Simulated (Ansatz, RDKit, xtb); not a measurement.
**Isomers of BSi4H11, a sample narrowed down**

A sample of isomers of BSi4H11 is drawn. Aim: find which of them has the lowest free energy at 298.15 K, then its properties. The sample is small against all isomers, and the most stable one of this formula need not be in it.

Plan: many cheap relaxations first (GFN2-xTB), then density-functional screening, relaxation at B3LYP-D3(BJ)/def2-SVP, vibrations (at GFN2-xTB) and a final energy. The numbers are computed, not measured.

**1. Possible bonding patterns**

Isomers were taken from a list of plausible structures; this is a sample, not all of them. That gives 4 candidates.

| label | SMILES | spin |
| --- | --- | --- |
| c348 | B[SiH2][SiH2][SiH2][SiH3] | singlet |
| c429 | B[Si]([SiH3])([SiH3])[SiH3] | singlet |
| c658 | B[Si@@H]([SiH3])[SiH2][SiH3] | singlet |
| c949 | B[SiH2][SiH]([SiH3])[SiH3] | singlet |

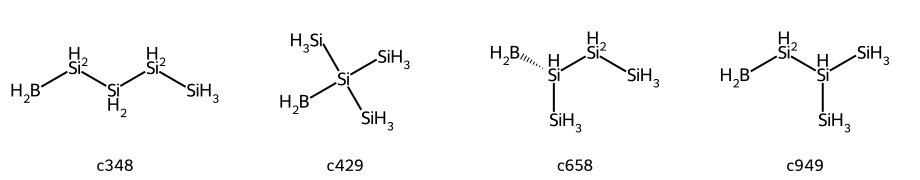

Structural formulas of the candidates.

Candidates are built by distance geometry, with a force field where one applies, in up to four conformers (letters a to d).

**2. First filter: tight binding**

All 13 starts are relaxed the same way. One of them, c429a (taken from a list of positional isomers, embedded by distance geometry and UFF), in full:

start.xyz reads:

```xyz
16
c429a
B      0.123005    -2.122799    -1.790170
Si     0.104047    -0.188904    -1.999661
Si     1.397362     0.407896    -3.730216
Si    -1.982935     0.458621    -2.413121
Si     0.788348     0.806811    -0.164170
H     -0.455803    -2.592602    -0.927809
H      0.802681    -2.791675    -2.521054
H      2.787463    -0.030722    -3.435900
H      1.334343     1.870362    -3.848781
H      0.906077    -0.202265    -4.925067
H     -2.492110    -0.223113    -3.633024
H     -2.048141     1.897756    -2.557118
H     -2.879835     0.057737    -1.296507
H      0.760235     2.233283    -0.322428
H      2.209452     0.380360     0.136684
H     -0.026152     0.385151     0.994567
```

Started as:

```
$ xtb start.xyz --gfn 2 --opt
```

What it wrote, shortened:

```text
* xtb version 6.7.1
[...]
          :  # basis functions                  55          :
[...]
          :  # electrons                        30          :
[...]
          :  Hamiltonian                  GFN2-xTB          :
[...]
          :  net charge                          0          :
          :  unpaired electrons                  0          :
[...]
   *** convergence criteria satisfied after 15 iterations ***
[...]
   *** GEOMETRY OPTIMIZATION CONVERGED AFTER 10 ITERATIONS ***
[...]
   *** convergence criteria satisfied after 3 iterations ***
[...]
         ::                     SUMMARY                     ::
         :::::::::::::::::::::::::::::::::::::::::::::::::::::
         :: total energy             -13.685704931269 Eh    ::
         :: gradient norm              0.000218188039 Eh/a0 ::
         :: HOMO-LUMO gap              1.979305374833 eV    ::
         ::.................................................::
         :: SCC energy               -13.816764301797 Eh    ::
         :: -> isotropic ES            0.043209743864 Eh    ::
         :: -> anisotropic ES          0.003952236246 Eh    ::
         :: -> anisotropic XC          0.008635110975 Eh    ::
         :: -> dispersion             -0.013473061125 Eh    ::
         :: repulsion energy           0.131059370528 Eh    ::
         :: add. restraining           0.000000000000 Eh    ::
         :: total charge              -0.000000000000 e     ::
         :::::::::::::::::::::::::::::::::::::::::::::::::::::
[...]
        15        2.0000           -0.3498739              -9.5206 (HOMO)
        16                         -0.2771358              -7.5412 (LUMO)
[...]
     #   Z          covCN         q      C6AA      α(0)
     1   5 B        2.818     0.160    18.854     7.254
     2  14 Si       3.730     0.123   106.901    19.793
     3  14 Si       3.685     0.353   100.961    19.249
     4  14 Si       3.682     0.361   100.768    19.232
     5  14 Si       3.682     0.360   100.781    19.233
     6   1 H        0.938    -0.110     5.906     3.799
     7   1 H        0.939    -0.109     5.875     3.790
     8   1 H        0.918    -0.127     6.602     4.019
     9   1 H        0.918    -0.134     6.934     4.118
    10   1 H        0.918    -0.127     6.598     4.017
    11   1 H        0.918    -0.126     6.559     4.006
    12   1 H        0.918    -0.127     6.632     4.028
    13   1 H        0.918    -0.122     6.392     3.954
    14   1 H        0.918    -0.128     6.651     4.034
[...]
     #   Z sym  total        # sym  WBO       # sym  WBO       # sym  WBO
 ---------------------------------------------------------------------------
     1   5 B    3.184 --     7 H    0.990     6 H    0.988     2 Si   0.974
     2  14 Si   3.698 --     1 B    0.974     3 Si   0.850     5 Si   0.823
                             4 Si   0.821
     3  14 Si   3.676 --     8 H    0.897    10 H    0.897     9 H    0.896
                             2 Si   0.850
     4  14 Si   3.674 --    13 H    0.895    11 H    0.895    12 H    0.894
                             2 Si   0.821
     5  14 Si   3.674 --    16 H    0.896    15 H    0.895    14 H    0.894
                             2 Si   0.823
     6   1 H    0.988 --     1 B    0.988
     7   1 H    0.988 --     1 B    0.990
     8   1 H    0.984 --     3 Si   0.897
     9   1 H    0.982 --     3 Si   0.896
[...]
molecular dipole:
                 x           y           z       tot (Debye)
 q only:       -0.040      -0.111       0.066
   full:       -0.045      -0.282       0.093       0.763
molecular quadrupole (traceless):
[...]
          | TOTAL ENERGY              -13.685704931269 Eh   |
          | GRADIENT NORM               0.000218188039 Eh/α |
          | HOMO-LUMO GAP               1.979305374833 eV   |
           -------------------------------------------------
[...]
```

Run time: 0.2 s. Hardware: 2 threads of Intel Xeon Platinum 8259CL at 2.50GHz (Skylake/Cascade Lake), shared host.

**3. Distinct minima at GFN2-xTB**

13 of the 13 relaxations converged; 2 ended on a minimum already found. 11 distinct structures remain:

| label | start | SMILES after | spin | energy (kcal/mol) |
| --- | --- | --- | --- | --- |
| c949b | drawn | B[SiH2][SiH]([SiH3])[SiH3] | singlet | 0.0 |
| c658b | drawn | B[Si@@H]([SiH3])[SiH2][SiH3] | singlet | 0.0 |
| c949d | drawn | B[SiH2][SiH]([SiH3])[SiH3] | singlet | 0.1 |
| c348d | drawn | B[SiH2][SiH2][SiH2][SiH3] | singlet | 0.2 |
| c658a | drawn | B[Si@@H]([SiH3])[SiH2][SiH3] | singlet | 0.3 |
| c658c | drawn | B[Si@@H]([SiH3])[SiH2][SiH3] | singlet | 0.3 |
| c348c | drawn | B[SiH2][SiH2][SiH2][SiH3] | singlet | 0.4 |
| c348a | drawn | B[SiH2][SiH2][SiH2][SiH3] | singlet | 0.4 |
| c348b | drawn | B[SiH2][SiH2][SiH2][SiH3] | singlet | 0.5 |
| c949a | drawn | B[SiH2][SiH]([SiH3])[SiH3] | singlet | 0.5 |
| c429a | drawn | B[Si]([SiH3])([SiH3])[SiH3] | singlet | 1.7 |

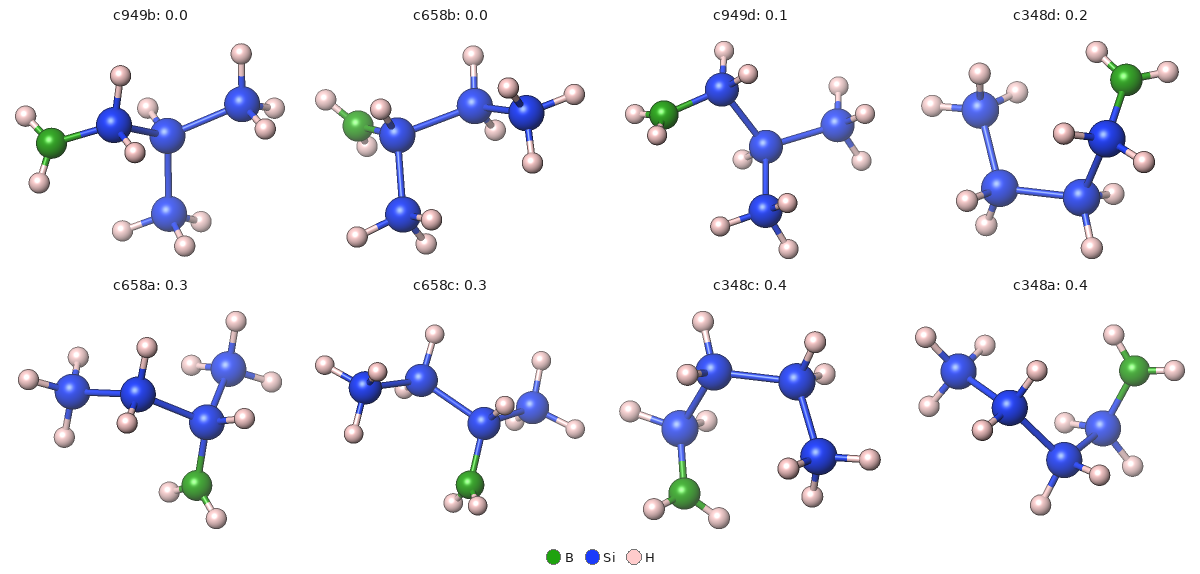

The 8 lowest minima that did not fall apart, with their GFN2-xTB energies in kcal/mol.

**4. Single points on the low minima**

A choice of the minima (the low ones first, few conformers of a pattern, up to a cap) and the lowest that fell apart get a single point at r2SCAN-D4/def2-SVP on the tight-binding geometry, and one at HF/STO-3G for comparison. The lowest singlets are also tried as triplets at the same geometry (label ending in t). Within 40 kcal/mol but not screened, among others: c658c, c348a, c348b, c949a. The first, c949b:

input.yaml reads:

```yaml
crystal:
  periodic: [false, false, false]
  atoms:
    - {symbol: B, position_ang: [-0.023923, 0.621189, -1.460670]}
    - {symbol: Si, position_ang: [0.978958, -0.946727, -0.955004]}
    - {symbol: Si, position_ang: [0.859933, -1.184478, 1.396198]}
    - {symbol: Si, position_ang: [1.705804, 0.669872, 2.515353]}
    - {symbol: Si, position_ang: [1.718150, -3.210597, 2.156624]}
    - {symbol: H, position_ang: [-1.166649, 0.568513, -1.711291]}
    - {symbol: H, position_ang: [0.461607, 1.688316, -1.432273]}
    - {symbol: H, position_ang: [0.551843, -2.239842, -1.522995]}
    - {symbol: H, position_ang: [2.426381, -0.939455, -1.245898]}
    - {symbol: H, position_ang: [-0.588418, -1.209471, 1.728656]}
    - {symbol: H, position_ang: [3.121556, 0.878845, 2.201394]}
    - {symbol: H, position_ang: [1.017933, 1.914147, 2.157404]}
    - {symbol: H, position_ang: [1.621442, 0.569961, 3.974489]}
    - {symbol: H, position_ang: [3.153964, -3.301737, 1.881484]}
    - {symbol: H, position_ang: [1.095878, -4.380013, 1.532896]}
    - {symbol: H, position_ang: [1.567033, -3.395005, 3.603538]}
basis:
  gaussian:
    orbitals: def2-SVP
hamiltonian:
  xc: {name: r2SCAN}
  dispersion: d4
scf:
  lower_state_search: off
output: {orbitals: {seedname: orbitals}}
```

Started as:

```
$ ansatz run input.yaml --threads 2 --pin off --max-ram 5220MiB --events-out events.jsonl --progress --plain --runs-dir runs
```

What it wrote, shortened:

```text
Warning: RAYON_NUM_THREADS=2 ignored (pool sized by the plan → 2); use --threads N
Functional definition: r2SCAN
  name "r2SCAN"
[...]
1576 factors; their error is unknown
[...]
mean field -32350.59471923 eV, -1188.8624279111 hartree, gradient 2.7e-6 eV, S^2 0.000000; 0 other end points of the search recorded, 0 dependent functions left out
reference -32350.59473388 eV, -1188.8624284496 hartree; 36, 36 occupied and 105, 105 virtual orbitals, 1576 factors
Total energy: -32350.70746931 eV, -1188.8665714002 hartree
Checks for a lower state left out: stability, starts, cluster_reference, orbital_swaps, neighbouring_geometries, increment
```

It took 3.9 s on 2 threads of Intel Xeon Platinum 8259CL at 2.50GHz (Skylake/Cascade Lake), shared host; peak memory 0.2 GiB.

Relative energies in kcal/mol, each column from its lowest structure that stays in one piece:

| label | SMILES | spin | GFN2-xTB | HF/STO-3G | r2SCAN-D4/def2-SVP |
| --- | --- | --- | --- | --- | --- |
| c429a | B[Si]([SiH3])([SiH3])[SiH3] | singlet | 1.7 | 0.0 | 0.0 |
| c658a | B[Si@@H]([SiH3])[SiH2][SiH3] | singlet | 0.3 | 0.4 | 2.7 |
| c658b | B[Si@@H]([SiH3])[SiH2][SiH3] | singlet | 0.0 | 0.8 | 2.9 |
| c949b | B[SiH2][SiH]([SiH3])[SiH3] | singlet | 0.0 | 2.5 | 3.0 |
| c949d | B[SiH2][SiH]([SiH3])[SiH3] | singlet | 0.1 | 2.6 | 3.0 |
| c348d | B[SiH2][SiH2][SiH2][SiH3] | singlet | 0.2 | 2.2 | 5.1 |
| c348c | B[SiH2][SiH2][SiH2][SiH3] | singlet | 0.4 | 2.1 | 5.2 |
| c429at | B[Si]([SiH3])([SiH3])[SiH3] | triplet | – | – | 72.8 |
| c658at | B[Si@@H]([SiH3])[SiH2][SiH3] | triplet | – | – | 76.0 |

**5. Third filter: density-functional geometries**

4 candidates are relaxed at B3LYP-D3(BJ)/def2-SVP (chosen among the lowest in one piece, one conformer a pattern). The first, c429a:

input.yaml reads:

```yaml
crystal:
  periodic: [false, false, false]
  atoms:
    - {symbol: B, position_ang: [0.127310, -2.215948, -1.751575]}
    - {symbol: Si, position_ang: [0.130286, -0.289436, -2.031089]}
    - {symbol: Si, position_ang: [1.469461, 0.443209, -3.808745]}
    - {symbol: Si, position_ang: [-2.077078, 0.427236, -2.415007]}
    - {symbol: Si, position_ang: [0.836639, 0.790508, -0.065009]}
    - {symbol: H, position_ang: [-0.491940, -2.694857, -0.879438]}
    - {symbol: H, position_ang: [0.729458, -2.954262, -2.432763]}
    - {symbol: H, position_ang: [2.881471, 0.082659, -3.647778]}
    - {symbol: H, position_ang: [1.436451, 1.899790, -3.963553]}
    - {symbol: H, position_ang: [1.059560, -0.113530, -5.101387]}
    - {symbol: H, position_ang: [-2.654688, -0.153664, -3.630314]}
    - {symbol: H, position_ang: [-2.145123, 1.881008, -2.573461]}
    - {symbol: H, position_ang: [-2.993201, 0.083927, -1.325285]}
    - {symbol: H, position_ang: [0.778348, 2.246584, -0.205595]}
    - {symbol: H, position_ang: [2.219018, 0.460174, 0.293004]}
    - {symbol: H, position_ang: [0.022064, 0.452500, 1.104221]}
basis:
  gaussian: {orbitals: def2-SVP}
hamiltonian: {xc: {name: B3LYP}, dispersion: d3bj}
scf: {lower_state_search: off}
relax: {f_tol: 0.006}
```

Started as:

```
$ ansatz run input.yaml --threads 2 --pin off --max-ram 5220MiB --events-out events.jsonl --progress --plain --runs-dir runs
```

What it wrote, shortened:

```text
Warning: RAYON_NUM_THREADS=2 ignored (pool sized by the plan → 2); use --threads N
[...]
Functional definition: B3LYP
  name "B3LYP"
[...]
1461 factors; integrals over basis functions are off by at most 6.6e-4 eV
[...]
mean field -32356.66338601 eV, -1189.0854473018 hartree, gradient 3.5e-6 eV, S^2 0.000000; 0 other end points of the search recorded, 0 dependent functions left out
[...]
reference -32356.66374400 eV, -1189.0854604575 hartree; 36, 36 occupied and 105, 105 virtual orbitals, 1461 factors
relax step   1: F+E_penalty+E_count = -32357.50536904 eV  Δ(F+E_penalty+E_count) = +0.000e0 eV  max|allowed force component| = 7.150e-1 eV/Å  Δτ_max = 0.0000 Å  (13 SCF iters, accepted)
[...]
relax step   8: F+E_penalty+E_count = -32357.68016936 eV  Δ(F+E_penalty+E_count) = -1.294e-4 eV  max|allowed force component| = 2.796e-3 eV/Å  Δτ_max = 0.0110 Å  (13 SCF iters, accepted)
[...]
Atom 7 at     2.930749     0.109102    -3.637941 Å, force     0.000235     0.000205    -0.000200 eV/Å
Atom 8 at     1.380796     1.943588    -3.954263 Å, force    -0.000182     0.000130     0.000060 eV/Å
Atom 9 at     0.988479    -0.180505    -5.063536 Å, force    -0.000052     0.000014    -0.000042 eV/Å
Atom 10 at    -2.500502    -0.248084    -3.682603 Å, force     0.000475     0.000714     0.000660 eV/Å
Atom 11 at    -2.036495     1.875836    -2.600688 Å, force     0.000083     0.000011     0.000261 eV/Å
Atom 12 at    -2.909705     0.017886    -1.303490 Å, force     0.000203     0.000190    -0.000655 eV/Å
Atom 13 at     0.727110     2.342264    -0.213340 Å, force     0.000054     0.000296     0.000148 eV/Å
Atom 14 at     2.231782     0.541372     0.386835 Å, force     0.000501    -0.000269     0.000374 eV/Å
Atom 15 at    -0.083184     0.475940     1.111905 Å, force    -0.000017    -0.000174     0.000200 eV/Å
Dipole moment:    -0.005713    -0.054952     0.005115 e Å
Checks for a lower state left out: stability, starts, cluster_reference, orbital_swaps, neighbouring_geometries, increment
```

Run time: 2.1 min. Hardware: 2 threads of Intel Xeon Platinum 8259CL at 2.50GHz (Skylake/Cascade Lake), shared host; peak memory 0.35 GiB.

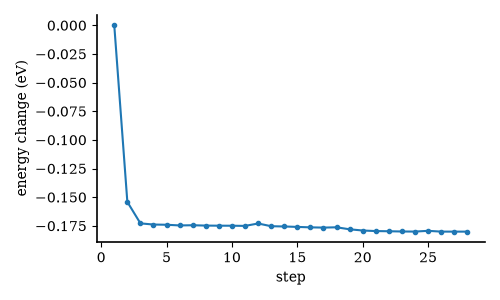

Energy along the run, all evaluated steps.

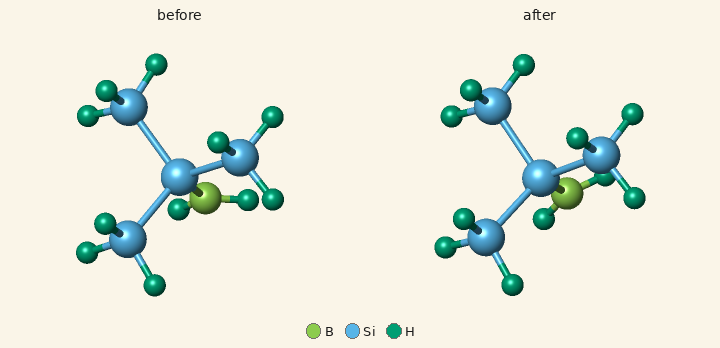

Before and after, at one scale.

After the run. Bond lengths: B1–Si2 1.998 Å, Si2–Si3 2.351 Å, Si2–Si4 2.367 Å, Si2–Si5 2.351 Å, B1–H6 1.206 Å, B1–H7 1.206 Å, Si3–H8 1.494 Å, Si3–H9 1.493 Å, Si3–H10 1.493 Å, Si4–H11 1.492 Å, Si4–H12 1.493 Å, Si4–H13 1.492 Å, Si5–H14 1.493 Å, Si5–H15 1.494 Å, Si5–H16 1.493 Å. Some angles: B1–Si2–Si3 114.9°, B1–Si2–Si4 103.1°, B1–Si2–Si5 114.9°, Si3–Si2–Si4 105.6°, Si3–Si2–Si5 111.4°, Si4–Si2–Si5 105.6°, Si2–B1–H6 120.8°, Si2–B1–H7 120.8°, Si2–Si3–H8 110.9°, Si2–Si3–H9 110.1°.

**6. After refinement**

| label | spin | r2SCAN-D4/def2-SVP (kcal/mol) | B3LYP-D3(BJ)/def2-SVP, relaxed (kcal/mol) | time |
| --- | --- | --- | --- | --- |
| c429a | singlet | 0.0 | 0.0 | 2.1 min |
| c949b | singlet | 3.0 | 1.6 | 36 s |
| c658a | singlet | 2.7 | 1.6 | 2 min |
| c348d | singlet | 5.1 | 3.2 | 96 s |

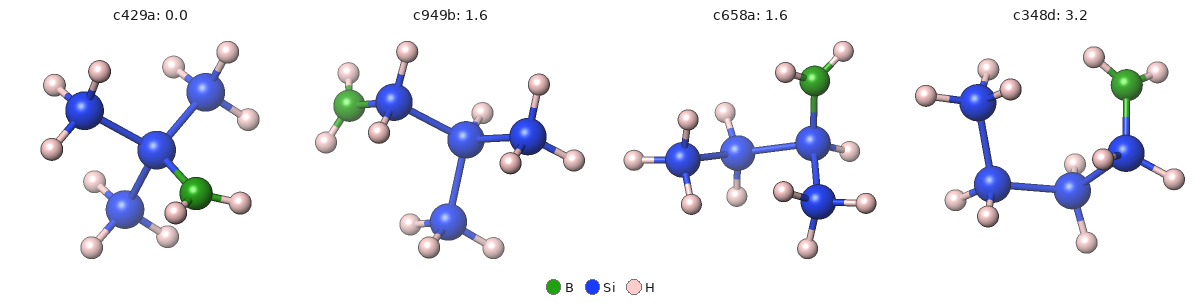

The relaxed structures, with energies at B3LYP-D3(BJ)/def2-SVP in kcal/mol.

**7. Are they minima? Harmonic frequencies**

The lowest few in one piece go on as finalists. In this search the thermal terms come from GFN2-xTB at its own nearest minimum. The first, c429a:

start.xyz reads:

```xyz
16
c429a
B      0.074699    -2.253335    -1.786858
Si     0.221202    -0.269235    -1.971778
Si     1.489671     0.461173    -3.811648
Si    -2.004658     0.393059    -2.429370
Si     0.827790     0.867076    -0.004886
H     -0.181435    -2.757872    -0.721633
H      0.171738    -2.972368    -2.750481
H      2.930749     0.109102    -3.637941
H      1.380796     1.943588    -3.954263
H      0.988479    -0.180505    -5.063536
H     -2.500502    -0.248084    -3.682603
H     -2.036495     1.875836    -2.600688
H     -2.909705     0.017886    -1.303490
H      0.727110     2.342264    -0.213340
H      2.231782     0.541372     0.386835
H     -0.083184     0.475940     1.111905
```

Started as:

```
$ xtb start.xyz --gfn 2 --ohess tight
```

What it wrote, shortened:

```text
* xtb version 6.7.1
[...]
          :  # basis functions                  55          :
[...]
          :  # electrons                        30          :
[...]
          :  Hamiltonian                  GFN2-xTB          :
[...]
          :  net charge                          0          :
          :  unpaired electrons                  0          :
[...]
   *** convergence criteria satisfied after 16 iterations ***
[...]
   *** GEOMETRY OPTIMIZATION CONVERGED AFTER 10 ITERATIONS ***
[...]
   *** convergence criteria satisfied after 3 iterations ***
[...]
         ::                     SUMMARY                     ::
         :::::::::::::::::::::::::::::::::::::::::::::::::::::
         :: total energy             -13.685726259318 Eh    ::
         :: gradient norm              0.000579982764 Eh/a0 ::
         :: HOMO-LUMO gap              2.041283637581 eV    ::
         ::.................................................::
         :: SCC energy               -13.816855854722 Eh    ::
         :: -> isotropic ES            0.043312906092 Eh    ::
         :: -> anisotropic ES          0.003931216215 Eh    ::
         :: -> anisotropic XC          0.008718288488 Eh    ::
         :: -> dispersion             -0.013512260707 Eh    ::
         :: repulsion energy           0.131129595405 Eh    ::
         :: add. restraining           0.000000000000 Eh    ::
         :: total charge               0.000000000000 e     ::
         :::::::::::::::::::::::::::::::::::::::::::::::::::::
[...]
        15        2.0000           -0.3504232              -9.5355 (HOMO)
        16                         -0.2754069              -7.4942 (LUMO)
[...]
molecular dipole:
                 x           y           z       tot (Debye)
 q only:        0.036      -0.117       0.019
   full:       -0.025      -0.274       0.025       0.702
molecular quadrupole (traceless):
[...]
          | TOTAL ENERGY              -13.685726259333 Eh   |
          | TOTAL ENTHALPY            -13.579568959954 Eh   |
          | TOTAL FREE ENERGY         -13.633858430741 Eh   |
          | GRADIENT NORM               0.000579974022 Eh/α |
[...]
```

It took 1.1 s on 2 threads of Intel Xeon Platinum 8259CL at 2.50GHz (Skylake/Cascade Lake), shared host; peak memory 0.11 GiB.

**8. Thermal terms of the finalists**

As xtb prints them, at 298.15 K, with its own treatment of low modes:

| label | SMILES | spin | lowest mode (cm⁻¹) | zero-point (kcal/mol) | G − E (kcal/mol) |
| --- | --- | --- | --- | --- | --- |
| c429a | B[Si]([SiH3])([SiH3])[SiH3] | singlet | 41 | 57.5 | 32.5 |
| c949b | B[SiH2][SiH]([SiH3])[SiH3] | singlet | 17 | 57.6 | 33.1 |
| c658a | B[Si@@H]([SiH3])[SiH2][SiH3] | singlet | 13 | 57.6 | 33.2 |
| c348d | B[SiH2][SiH2][SiH2][SiH3] | singlet | 19 | 57.7 | 33.7 |

**9. Energies at the top level**

Single points at CCSD(T)/def2-SVP + MP2/def2-TZVPP - MP2/def2-SVP on the refined geometries decide the order.

c429a, CCSD(T)/def2-SVP:

input.yaml reads:

```yaml
crystal:
  periodic: [false, false, false]
  atoms:
    - symbol: B
      position_ang: [0.074699, -2.253335, -1.786858]
    - symbol: Si
      position_ang: [0.221202, -0.269235, -1.971778]
    - symbol: Si
      position_ang: [1.489671, 0.461173, -3.811648]
    - symbol: Si
      position_ang: [-2.004658, 0.393059, -2.429370]
    - symbol: Si
      position_ang: [0.827790, 0.867076, -0.004886]
    - symbol: H
      position_ang: [-0.181435, -2.757872, -0.721633]
    - symbol: H
      position_ang: [0.171738, -2.972368, -2.750481]
    - symbol: H
      position_ang: [2.930749, 0.109102, -3.637941]
    - symbol: H
      position_ang: [1.380796, 1.943588, -3.954263]
    - symbol: H
      position_ang: [0.988479, -0.180505, -5.063536]
    - symbol: H
      position_ang: [-2.500502, -0.248084, -3.682603]
    - symbol: H
      position_ang: [-2.036495, 1.875836, -2.600688]
    - symbol: H
      position_ang: [-2.909705, 0.017886, -1.303490]
    - symbol: H
      position_ang: [0.727110, 2.342264, -0.213340]
    - symbol: H
      position_ang: [2.231782, 0.541372, 0.386835]
    - symbol: H
      position_ang: [-0.083184, 0.475940, 1.111905]
basis:
  gaussian:
    orbitals: def2-SVP
correlation:
  method: ccsd_t
  frozen_orbitals: {Si: 5, H: 0, B: 1}
```

Started as:

```
$ ansatz run input.yaml --threads 2 --pin off --max-ram 5220MiB --events-out events.jsonl --progress --plain --runs-dir runs
```

What it wrote, shortened:

```text
Warning: RAYON_NUM_THREADS=2 ignored (pool sized by the plan → 2); use --threads N
Functional definition: HF
  name "HF"
[...]
1382 factors; integrals over basis functions are off by at most 1.1e-3 eV
[...]
mean field -32283.42863148 eV, -1186.3941197129 hartree, gradient 1.5e-6 eV, S^2 0.000000; 0 other end points of the search recorded, 0 dependent functions left out
21 core orbitals not correlated: weight in the atoms' cores, before any rotation towards them, 1.000 or more for the frozen orbitals, at most 0.000 for the correlated occupied ones
reference -32283.42863148 eV, -1186.3941197129 hartree; 15, 15 occupied and 105, 105 virtual orbitals, 1382 factors
second order -13.36894092 eV of doubles, -0.00000000 eV of singles
cycle   1  -15.35916538 eV  change    -2.0e0 eV  update   1.1e-1
[...]
cycle   9  -16.09816913 eV  change   -1.9e-5 eV  update   3.1e-5
perturbative correction -0.47386214 eV, -0.0174141125 hartree
Total energy: -32300.00066274 eV, -1187.0031306291 hartree
```

It took 17 s on 2 threads of Intel Xeon Platinum 8259CL at 2.50GHz (Skylake/Cascade Lake), shared host; peak memory 0.86 GiB.

(Part 1 of 2 ends here.)
